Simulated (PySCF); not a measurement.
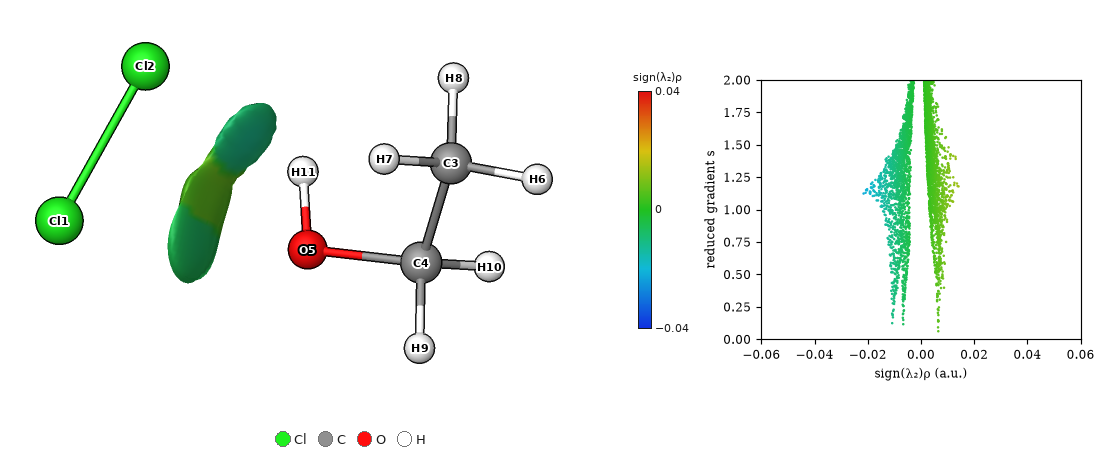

Figure 1: C2H6Cl2O, SMILES `ClCl.CCO`. Non-covalent interaction surfaces between the fragments (reduced density gradient s = 0.6, coloured by sign(λ₂)ρ in a.u.; trimmed to the region between the fragments where ρ is under 0.06 a.u.). Fragment A: Cl2 (atoms 1–2); fragment B: H6C2O. The plot gives s against sign(λ₂)ρ for grid points between the fragments.

Computed with PySCF, BP86/aug-cc-pVDZ, geometry: GFN2-xTB. GFN2-xTB bond lengths at metals and heavier atoms can be off by up to 0.1 Å and shapes distorted, which carries into these values.

Input script:

```python
import numpy as np
from pyscf import gto, scf, dft
from pyscf.scf import atom_ks, atom_hf
from scipy.linalg import block_diag
from pyscf.dispersion import dftd3

def solve(mol, dm0=None, hcore=None):
    mf = (dft.UKS if mol.spin else dft.RKS)(mol, xc='bp86')
    mf.grids.level = 3
    mf = mf.density_fit(auxbasis='def2-universal-jkfit')
    mf.conv_tol, mf.max_cycle = 1e-8, 80
    if hcore is not None:
        mf.get_hcore = lambda *args: hcore
    mf.kernel(dm0)
    if not mf.converged:
        mf = mf.newton().run(mf.mo_coeff, mf.mo_occ, max_cycle=30)
    assert mf.converged, 'SCF not converged'
    return mf

mol = gto.M(atom='''
Cl     2.00198     0.86988     0.18145
Cl     1.64165    -1.07736    -0.13218
C     -3.27486    -0.56513     0.44905
C     -2.59736     0.48991    -0.41820
O     -1.22455     0.62258    -0.13591
H     -4.33909    -0.59767     0.23313
H     -3.13560    -0.32971     1.50150
H     -2.84819    -1.54789     0.25349
H     -3.03125     1.47447    -0.22792
H     -2.74340     0.24687    -1.48152
H     -0.81448    -0.24821    -0.21415
''', basis='aug-cc-pvdz', charge=0, spin=0, verbose=4)
mol_a = gto.M(atom='''
Cl     2.00198     0.86988     0.18145
Cl     1.64165    -1.07736    -0.13218
ghost-C     -3.27486    -0.56513     0.44905
ghost-C     -2.59736     0.48991    -0.41820
ghost-O     -1.22455     0.62258    -0.13591
ghost-H     -4.33909    -0.59767     0.23313
ghost-H     -3.13560    -0.32971     1.50150
ghost-H     -2.84819    -1.54789     0.25349
ghost-H     -3.03125     1.47447    -0.22792
ghost-H     -2.74340     0.24687    -1.48152
ghost-H     -0.81448    -0.24821    -0.21415
''', basis='aug-cc-pvdz', charge=0, spin=0, verbose=4)
mol_b = gto.M(atom='''
ghost-Cl     2.00198     0.86988     0.18145
ghost-Cl     1.64165    -1.07736    -0.13218
C     -3.27486    -0.56513     0.44905
C     -2.59736     0.48991    -0.41820
O     -1.22455     0.62258    -0.13591
H     -4.33909    -0.59767     0.23313
H     -3.13560    -0.32971     1.50150
H     -2.84819    -1.54789     0.25349
H     -3.03125     1.47447    -0.22792
H     -2.74340     0.24687    -1.48152
H     -0.81448    -0.24821    -0.21415
''', basis='aug-cc-pvdz', charge=0, spin=0, verbose=4)
ab, a, b = solve(mol), solve(mol_a), solve(mol_b)
e_int = ab.e_tot - a.e_tot - b.e_tot
print('counterpoise-corrected interaction energy / kcal/mol', e_int * 627.5095)
def disp(atoms, charge):
    m = gto.M(atom=atoms, charge=charge, basis='sto-3g', spin=None, unit='Bohr', verbose=0)
    return dftd3.DFTD3Dispersion(m, xc='bp86', version='d3bj').get_dispersion()['energy']
e_disp = disp(mol._atom, mol.charge) - disp(mol._atom[:2], mol_a.charge) - disp(mol._atom[2:], mol_b.charge)
print('D3(BJ) part / kcal/mol', e_disp * 627.5095)
# spherically averaged free atoms, for the promolecule
atm = atom_ks.get_atm_nrks(mol, xc='bp86')
pro = block_diag(*[(atm[a[0]][2] * atm[a[0]][3]) @ atm[a[0]][2].T for a in mol._atom])
np.savez('result.npz', e_int=e_int, e_disp=e_disp, dm_a=a.make_rdm1(), dm_b=b.make_rdm1(), c=ab.mo_coeff, occ=ab.mo_occ, eps=ab.mo_energy, pro=pro, d=[f.dip_moment(verbose=0) for f in (ab, a, b)])
```

Run with:

```sh
OMP_NUM_THREADS=1 python input.py
```

The run took 79 s on 1 thread of Arm Neoverse V2 (shared host), peak memory 0.62 GiB.

Partitions, critical points and surface values were worked out afterwards from this run's density.

Interpret the surfaces between the fragments.

Bond critical points between the fragments: Cl2···H11, hydrogen bond, 2.59 Å, ρ = 0.011 a.u.; Cl1···O5, 3.25 Å, ρ = 0.007 a.u. All are weak and appear green, as weak hydrogen bonds do. Several contacts close a ring, whose ring point adds a part with positive λ₂ between them. The pose is a local one from a semi-empirical search, not shown to be the most stable.

How strongly are they bound?

The counterpoise-corrected interaction energy of the frozen fragments is +1.3 kcal/mol without dispersion correction and −0.4 kcal/mol with D3(BJ). The pair geometry is semi-empirical, not a minimum at this level.
